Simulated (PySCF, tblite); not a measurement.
# C₃H₆F₂O₂Si: geometry, infrared bands and NMR shifts

What infrared bands and NMR shifts should C₃H₆F₂O₂Si (`O=C(C[SiH2]O)C(F)F`) show?

The runs use tblite 0.8.0 and PySCF 2.14.0, with density-fitted response routines of our own; the level of theory stands in each step. All values are computed, except where a source is named. Atoms are numbered from 0 throughout.

### 1 Starting geometry

14 atoms, charge 0, multiplicity 1; geometry from: force field or distance geometry start.

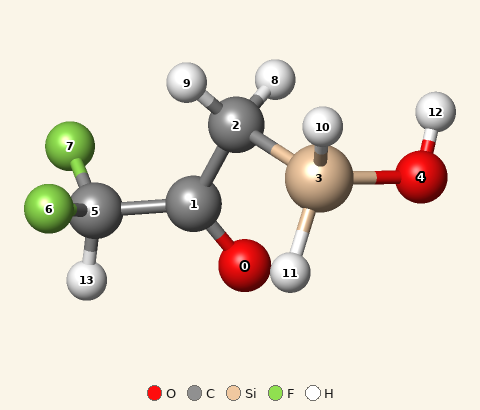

As it starts; oxygen red, carbon grey, silicon light orange, fluorine green, hydrogen white, atoms numbered.

### 2 Relaxing the molecule with GFN2-xTB

The job: settings as JSON, then the geometry in Å.

```
{"job": {"kind": "relax", "xc": "GFN2-xTB", "basis": "xTB"}, "charge": 0, "multiplicity": 1}
O     -0.412600     0.317600    -1.277100
C     -0.829000     0.212800    -0.119100
C      0.199100     0.340100     0.983700
Si     1.672500    -0.600500     0.344200
O      2.707100     0.533300    -0.384900
C     -2.266800    -0.055700     0.126500
F     -2.385000    -1.255600     0.802200
F     -2.842500     1.010300     0.748400
H      0.519000     1.408600     1.139700
H     -0.164000    -0.033800     1.944100
H      2.349400    -1.297800     1.467800
H      1.185000    -1.548600    -0.674100
H      2.954900     1.195900     0.326200
H     -2.687800    -0.227100    -0.889900
```

Run with:

```console
$ OMP_NUM_THREADS=1 python probes_run.py task.json out
```

One launch serves the whole session: the jobs run in the order shown.

**Question.** This job is followed by: GFN2-xTB harmonic vibrations, gas phase; GIAO PBE0/pcSseg-1 NMR shielding, non-relativistic, gas phase. Predict these results of the whole session: strongest single infrared mode (GFN2-xTB); zero-point energy (GFN2-xTB); ¹³C shifts against TMS (PBE0/pcSseg-1); ¹H shifts against TMS (PBE0/pcSseg-1, means over atoms taken as alike); ¹⁷O shifts against H2O (PBE0/pcSseg-1); ²⁹Si shifts against TMS (PBE0/pcSseg-1); ¹⁹F shifts against CFCl3 (PBE0/pcSseg-1, means over atoms taken as alike).

**Answer**, as computed:

```
                                                                 quantity                       value
                                strongest single infrared mode (GFN2-xTB)        837 cm⁻¹, 469 km/mol
                                             zero-point energy (GFN2-xTB)               55.2 kcal/mol
                                   ¹³C shifts against TMS (PBE0/pcSseg-1)      209.5, 118.6, 33.2 ppm
   ¹H shifts against TMS (PBE0/pcSseg-1, means over atoms taken as alike)  5.86, 5.09, 2.99, 2.75 ppm
                                   ¹⁷O shifts against H2O (PBE0/pcSseg-1)             633.2, 10.3 ppm
                                  ²⁹Si shifts against TMS (PBE0/pcSseg-1)                   -28.4 ppm
¹⁹F shifts against CFCl3 (PBE0/pcSseg-1, means over atoms taken as alike)                  -137.2 ppm
```

Over 156 steps the energy fell by 0.976 eV; of the close pairs, C2–Si3 changed most, 1.861 to 1.954 Å. No mode is imaginary among the 36: a minimum at this level. The strongest single mode, at 837 cm⁻¹, moves mainly H12. Unscaled tight-binding wavenumbers are off by several per cent, some by more. Its intensities can rank the bands wrongly. The most deshielded carbon is C1 (ketone carbonyl carbon), at 209.5 ppm: the double bond to the heteroatom, with no lone-pair donor beside it, deshields it most. The most deshielded hydrogen is H13 (hydrogen on an sp3 CH bonded to 2 F, α to a carbonyl), at 5.86 ppm: its carbon carries F, hence the downfield position. At PBE0/pcSseg-1: Shielding is most anisotropic at O0 (span 1207 ppm, paramagnetic term -700 ppm).
